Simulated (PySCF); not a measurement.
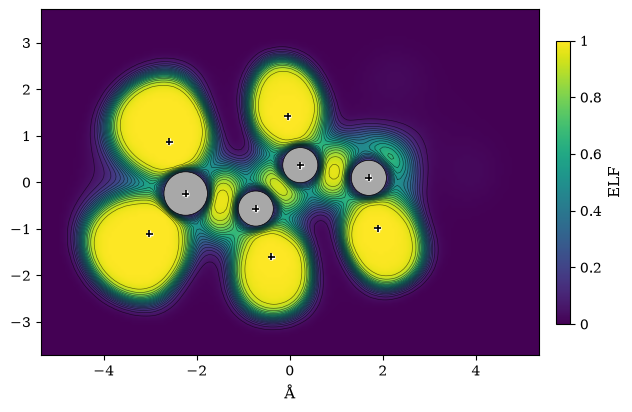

The ELF on a plane through atoms (crosses mark nuclei in the plane; grey discs cover the cores).

The calculation used B3LYP/def2-SVPD, SCF density, gas phase (PySCF).

Candidates:
A. C$_{5}$H$_{9}$BF$_{2}$
B. C$_{3}$H$_{10}$AsGeN (SMILES C=N[CH2][GeH2][AsH]C)

Which system is this?

Candidate A: C$_{5}$H$_{9}$BF$_{2}$ on the plane of atoms H9, B1 and H10, which holds B, C and H. C–C (1.34 Å): the ELF peaks at about 0.95 between the atoms: a short, multiple covalent bond. C–B (1.54 Å): the ELF peaks at about 1 between the atoms; a shared electron pair.
